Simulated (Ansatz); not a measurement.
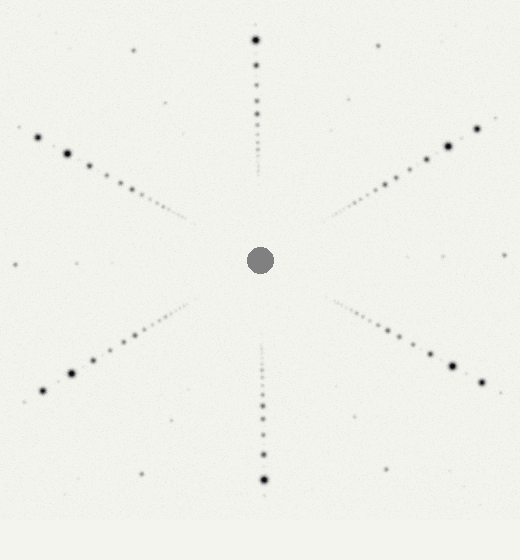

Simulated back-reflection Laue pattern (white X-rays, 0.45 to 2.2 Å, flat plate covering ±45° about the beam, kinematic intensities, seen from the source).

Which symmetry elements lie along the beam?

Answer. 6mm: a sixfold axis with mirror lines.

The crystal is Be, space group P6_3/mmc (No. 194), a = 2.259 Å, c = 7.166 Å (hexagonal axes). Structure: the geometry relaxed with DFT, BLYP, plane waves (420 eV) with PAW, scalar-relativistic (Ansatz); the starting structure was generated, so it need not be a known form of this composition.

Which direction points towards the source?

Answer. [001] or one equivalent to it by a rotation of the Laue group. In Laue class 6/mmm no other family of directions with a member of indices 0 and ±1 has this symmetry.
